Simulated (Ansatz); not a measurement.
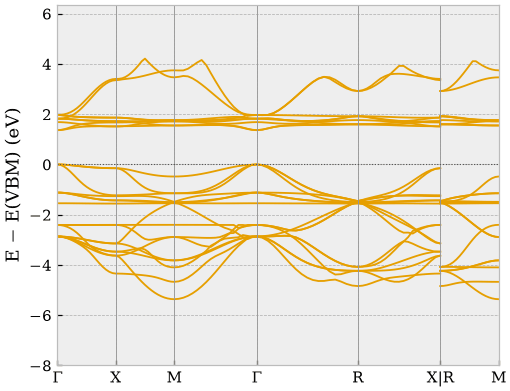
Fig. 1. Band structure from the program Ansatz at the LDA level (PAW)

Task: Read off the gap and where the band edges lie.

Result: About 1.4 eV (1.37 eV by a search for the band edges); maximum at Γ, minimum at Γ.

The material is LaLuO$_{3}$ (cubic perovskite, space group No. 221).

Space group Pm-3m (cubic perovskite). The cell is a constructed one: a structure type filled with these elements; neither database checked (COD, Materials Project) lists it. Whether it is the stable phase at ambient conditions was not checked. The LDA relaxation kept the symmetry of its start. At this level the phase is dynamically unstable (imaginary phonons). Spin–orbit coupling is left out wherever it is not named.

Potentials: the later of the program's two PAW sets.
